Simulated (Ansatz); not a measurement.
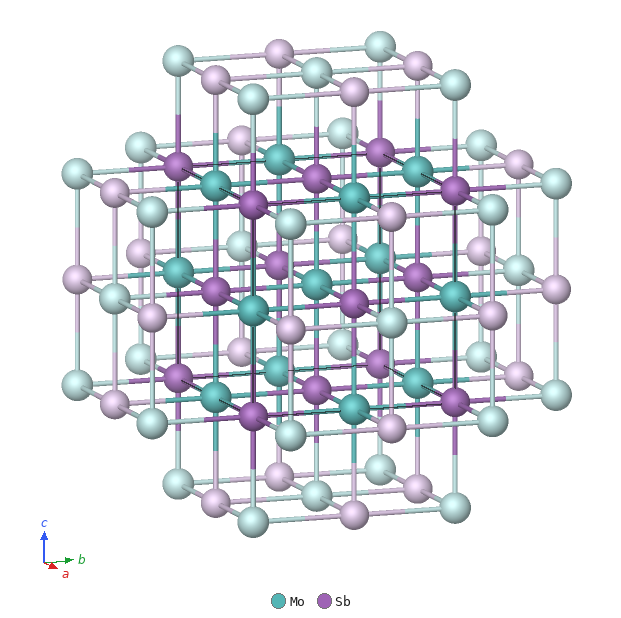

The figure gives a ball-and-stick picture of the atoms, viewed slightly off an axis. One conventional unit cell is framed, with atoms on its boundary repeated. The bonded neighbours beyond the faces are included, in fainter colours.

SbMo, rock salt (NaCl type), space group Fm-3m (No. 225), a = 5.520 Å, b = 5.520 Å, c = 5.520 Å, α = 90.00°, β = 90.00°, γ = 90.00°. The initial geometry was a structure type filled with these elements by a generator (whether the compound takes this form wasn't checked). Earlier steps of the study, as a rule a relaxation of our own, may have changed the cell and positions, so they can lie some per cent off the listed ones. It was run through Ansatz as a DFT input.

This one geometry was computed with Ansatz (DFT, plane waves, PAW) at five levels of theory: PBE with spin-orbit coupling, LDA, PBEsol, PBE and r2SCAN.

**Which level gives the highest pressure at this volume, and what does that say about its equilibrium volume?**

Highest: PBE with spin-orbit coupling (0.1 GPa) and PBE (0.0 GPa), which points to the largest equilibrium volume. Lowest, with the smallest volume: LDA (-7.5 GPa). Levels within 0.5 GPa of each other can't be told apart.

**How does the band gap change with the level of theory?**

All levels give a metal.

**Collect the results in a table.**

| level | cutoff (eV) | k-mesh of the run's cell | gap (eV) | pressure (GPa) |
| --- | --- | --- | --- | --- |
| PBE with spin-orbit coupling | 420 | 10×10×10 | metal | 0.1 |
| LDA | 420 | 10×10×10 | metal | -7.5 |
| PBEsol | 420 | 10×10×10 | metal | -4.9 |
| PBE | 420 | 10×10×10 | metal | 0.0 |
| r2SCAN | 500 | 10×10×10 | metal | -1.6 |

Gaps are taken on the k-mesh or band path of each run.
